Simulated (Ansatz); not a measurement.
System: CH5AlB (charge −1).

```yaml
atoms:
  - { symbol: B, position_ang: [-0.7475, 0.0360, -0.8290] }
  - { symbol: Al, position_ang: [0.4476, 1.5018, 0.6282] }
  - { symbol: C, position_ang: [0.1299, -0.7551, 0.0750] }
  - { symbol: H, position_ang: [-1.9067, 0.2826, -0.5406] }
  - { symbol: H, position_ang: [-0.3687, 0.4044, -1.9282] }
  - { symbol: H, position_ang: [1.4929, 0.7821, 1.7423] }
  - { symbol: H, position_ang: [-0.1970, -1.1800, 1.0329] }
  - { symbol: H, position_ang: [1.1495, -1.0718, -0.1807] }
```

The highest occupied orbital lies above zero, a sign that basis and functional describe the outermost electron poorly.

The calculation used Ansatz 0.2.0, RKS PBE/def2-TZVP.

> Predict the electron density and electron localisation function between the atoms.

C–B (1.49 Å): the density is about 1.5 e/Å³ at the midpoint; the ELF peaks at about 0.95 between the atoms (a covalent bond).
C–H (1.10 Å): ρ is about 1.9 e/Å³ halfway; the ELF climbs to about 1 towards the hydrogen, as it does in any bond to H; an ordinary covalent bond to hydrogen.
B–H (1.22 Å): ρ at the midpoint is about 1.1 e/Å³; the ELF climbs to about 1 towards the hydrogen: an ordinary covalent bond to hydrogen.

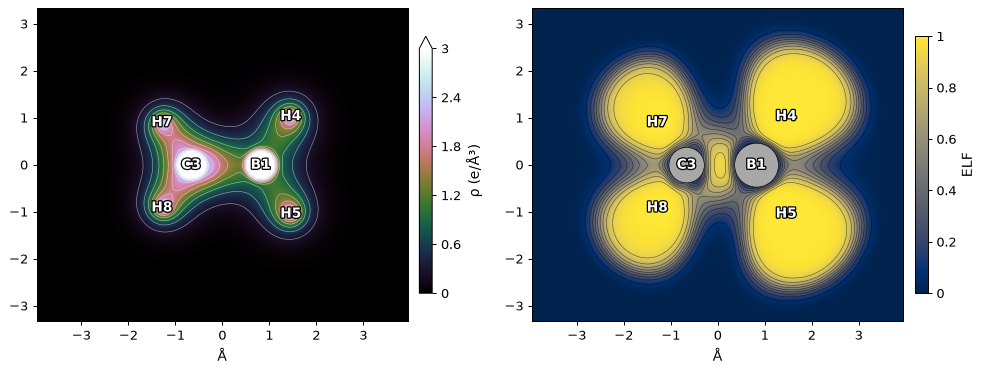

Computed electron density and electron localisation function on the plane of atoms C3, B1 and H5, in this order. Grey discs cover the atomic cores in the ELF map. 
